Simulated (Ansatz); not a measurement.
**CH2BSi: a changed input and its effect**

System: CH2BSi, multiplicity 2.
Method of run 1: UHF/def2-TZVP (Ansatz 0.2.0).

Text and figures count atoms from 1; the logs count them from 0 in places.

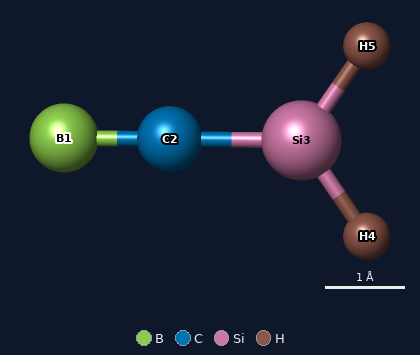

Fig. 1: The structure (ball-and-stick view, seen on its broad side; atoms are numbered from 1 in the order of the input).

**The input, run 1**
```yaml
crystal:
  periodic: [false, false, false]
  atoms:
    - { symbol: B, position_ang: [-0.781045, -1.011163, 2.053439] }
    - { symbol: C, position_ang: [-0.345423, -0.446926, 0.909003] }
    - { symbol: Si, position_ang: [0.196171, 0.253966, -0.515686] }
    - { symbol: H, position_ang: [-0.069381, -0.280814, -1.859313] }
    - { symbol: H, position_ang: [0.998851, 1.483839, -0.585231] }
magnetization:
  spin_polarized: true
  initial_magnetization: 1
basis:
  gaussian: { orbitals: def2-TZVP }
hamiltonian:
  xc: hf
output:
  forces: true
```

Launched with:
```bash
ansatz run input.yaml --threads 1 --pin off --max-ram 2560MiB --backend cpu --events-out ev --progress --plain --runs-dir out
```

Hardware: 1 thread of Intel Xeon (Sapphire Rapids), 64 GiB of memory available, shared host.

**Output (run 1)**
```
Engine: ansatz 0.2.0, x86_64-unknown-linux-gnu
Functional definition: HF
  exchange = exact_x
  correlation = 0
854 factors; their error is unknown
mean field evaluation 1: about -9587.1841 eV, gradient 2.7e1 eV
mean field evaluation 2: about -9589.8704 eV, gradient 1.8e1 eV
mean field evaluation 4: about -9591.8642 eV, gradient 1.2e0 eV
mean field evaluation 8: about -9591.9666 eV, gradient 3.3e-1 eV
mean field evaluation 16: about -9592.1607 eV, gradient 3.1e-1 eV
mean field evaluation 32: about -9592.0117 eV, gradient 7.0e-1 eV
mean field evaluation 64: about -9588.1106 eV, gradient 7.6e0 eV
mean field evaluation 96: about -9590.2018 eV, gradient 1.0e0 eV
mean field evaluation 128: about -9589.2533 eV, gradient 9.5e0 eV
mean field -9592.16338892 eV, -352.5055027409 hartree, gradient 2.4e-5 eV, S^2 1.012293; 1 other end points of the search recorded, 0 dependent functions left out
the calculation of the forces begins
reference -9592.16338892 eV, -352.5055027409 hartree; 14, 13 occupied and 97, 98 virtual orbitals, 854 factors
Total energy: -9592.16338892 eV, -352.5055027409 hartree
Atom 0 at    -0.781045    -1.011163     2.053439 Å, force     0.000551     0.000876    -0.001153 eV/Å
Atom 1 at    -0.345423    -0.446926     0.909003 Å, force     0.035521     0.045766    -0.093618 eV/Å
Atom 2 at     0.196171     0.253966    -0.515686 Å, force    -0.012315    -0.016121     0.031109 eV/Å
Atom 3 at    -0.069381    -0.280814    -1.859313 Å, force     0.010370     0.021504     0.058479 eV/Å
Atom 4 at     0.998851     1.483839    -0.585231 Å, force    -0.034128    -0.052025     0.005184 eV/Å
Dipole moment:     0.139743     0.180792    -0.367799 e Å
```

For run 2 the input was changed thus:
```diff
-    - { symbol: B, position_ang: [-0.781045, -1.011163, 2.053439] }
-    - { symbol: C, position_ang: [-0.345423, -0.446926, 0.909003] }
+    - { symbol: B, position_ang: [-1.618231, -0.204989, 1.63882] }
+    - { symbol: C, position_ang: [-0.760836, 0.012342, 0.621223] }
-    - { symbol: H, position_ang: [-0.069381, -0.280814, -1.859313] }
-    - { symbol: H, position_ang: [0.998851, 1.483839, -0.585231] }
+    - { symbol: H, position_ang: [-0.460389, 0.109749, -1.626437] }
+    - { symbol: H, position_ang: [0.401342, 1.533243, -0.598662] }
```

How does run 2 compare with run 1?

On the same kind of shared host run 2 took about 0.018 times as long.

**Output (run 2)**
```
Engine: ansatz 0.2.0, x86_64-unknown-linux-gnu
Functional definition: HF
  exchange = exact_x
  correlation = 0
854 factors; their error is unknown
mean field evaluation 1: about -9583.4611 eV, gradient 3.0e1 eV
mean field evaluation 2: about -9586.1524 eV, gradient 2.0e1 eV
mean field evaluation 4: about -9588.5785 eV, gradient 1.3e0 eV
mean field evaluation 8: about -9588.7077 eV, gradient 6.1e-1 eV
mean field evaluation 16: about -9588.9162 eV, gradient 1.5e-1 eV
mean field evaluation 32: about -9588.9069 eV, gradient 2.8e-1 eV
mean field evaluation 64: about -9588.9888 eV, gradient 5.5e-1 eV
mean field evaluation 96: about -9588.4871 eV, gradient 3.7e-1 eV
mean field evaluation 128: about -9582.1865 eV, gradient 4.6e0 eV
mean field evaluation 160: about -9588.0587 eV, gradient 1.6e-1 eV
mean field evaluation 192: about -9585.8957 eV, gradient 2.9e0 eV
mean field evaluation 224: about -9588.8486 eV, gradient 5.4e-4 eV
mean field evaluation 256: about -9588.2333 eV, gradient 1.0e-5 eV
mean field -9589.08940054 eV, -352.3925357516 hartree, gradient 2.5e-5 eV, S^2 1.359347; 10 other end points of the search recorded, 0 dependent functions left out
the calculation of the forces begins
reference -9589.08940054 eV, -352.3925357516 hartree; 14, 13 occupied and 97, 98 virtual orbitals, 854 factors
Total energy: -9589.08940054 eV, -352.3925357516 hartree
Atom 0 at    -1.618231    -0.204989     1.638820 Å, force    -0.354300    -0.196419     0.569148 eV/Å
Atom 1 at    -0.760836     0.012342     0.621223 Å, force    -7.531523    -2.864272    10.279636 eV/Å
Atom 2 at     0.196171     0.253966    -0.515686 Å, force     7.267538    -0.327372    -5.640366 eV/Å
Atom 3 at    -0.460389     0.109749    -1.626437 Å, force    -1.767374    -1.736695    -5.080619 eV/Å
Atom 4 at     0.401342     1.533243    -0.598662 Å, force     2.385658     5.124759    -0.127798 eV/Å
Dipole moment:     0.081027    -0.098329     0.067787 e Å
```

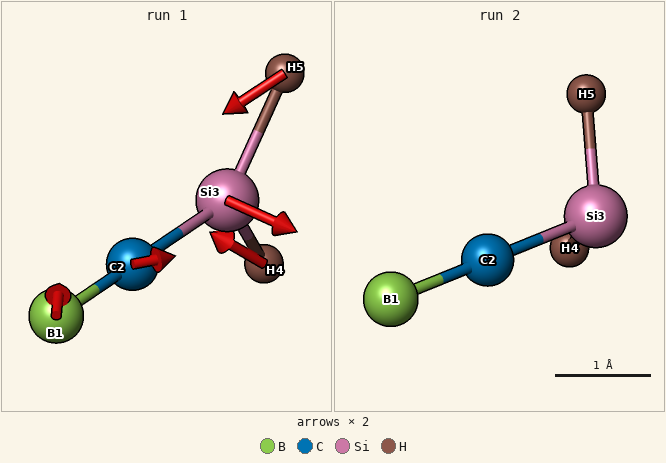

Fig. 2: The two input geometries at one scale (ball-and-stick view, seen at a tilt). The red arrows on the first give the shifts of the atoms after the best rigid fit, magnified 2 times. The largest move after the best rigid fit is that of Si3, 0.45 Å. By element the largest moves are Si 0.45 Å, H 0.40 Å, B 0.32 Å, C 0.26 Å. Among the contacts that change: C2–Si3 1.678 → 1.506 Å, Si3–H4 1.470 → 1.298 Å.

**The two runs side by side**

```tsv
quantity	run 1	run 2
outcome	converged	converged
total energy (hartree)	–	−352.392536
⟨S²⟩	–	1.359
largest force (eV/Å)	–	13.061
basis functions	–	111
wall time (shared host)	9.5 min	10 s
```

For run 2: ⟨S²⟩ is 1.36 against 0.75 for a pure state: the solution is spin-contaminated.
